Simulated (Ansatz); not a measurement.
## Effect of x(Au) = 0.25, 8 atoms, Pmm2 on hypothetical zinc blende TlBr

Base system: TlBr in the zinc blende structure (space group F-43m, No. 216; a = 7.311 Å; a hypothetical phase, not in the database extracts checked).

The other end (x = 1) is TlAu in the zinc blende structure (space group F-43m, No. 216; a hypothetical phase, not in the database extracts checked): 32.41 Å³/atom, gap zero; this end may not be an ambient phase.

Modification: a fraction x = 0.25 of the Br sites is given to Au, ordered in a cell of 8 atoms (starting symmetry Pmm2) and fully relaxed.

Calculations: PBEsol (Ansatz, a program for electronic structure), no spin-orbit coupling. Γ-centred 8×6×10 mesh, Fermi–Dirac width 0.05 eV, for the changed cell.

The volume per atom drops by 16.675 Å³ to 32.17 Å³ and the density increases by 3.26 g/cm³ to 8.09 g/cm³. The shortest interatomic distance falls by 0.149 Å (3.166 Å → 3.017 Å) and the band gap goes from 2.76 eV to zero. The mixing energy is -0.10 eV/atom (to 0.01 eV only: unlike meshes or grids) (against an end that may be hypothetical) and the deviation of the volume from the linear (Vegard-type) interpolation amounts to -28.1 %.

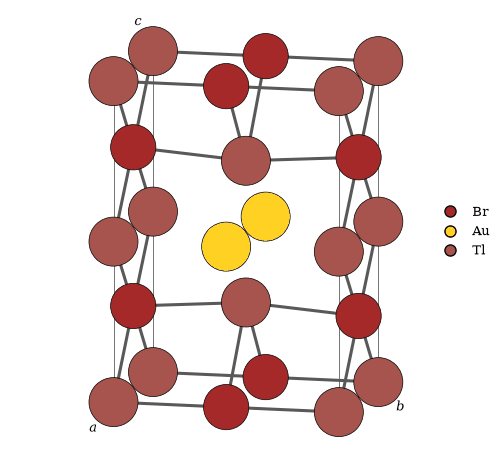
The relaxed conventional cell after the change

Cost of the whole job for the changed cell (relaxation, final SCF and bands): around 40 core-minutes (rough).

Each cell is one ordered arrangement of few atoms, which overstates ordering effects compared with a random alloy. Spin-orbit coupling, missing from the scalar runs, can matter with Au and Tl. No phonon test of stability was made. No Hubbard U is applied, and correlation can decide whether such a compound is a metal. All final runs are without spin polarisation. The zero or small gap of Tl4AuBr3 can change with the level of theory.
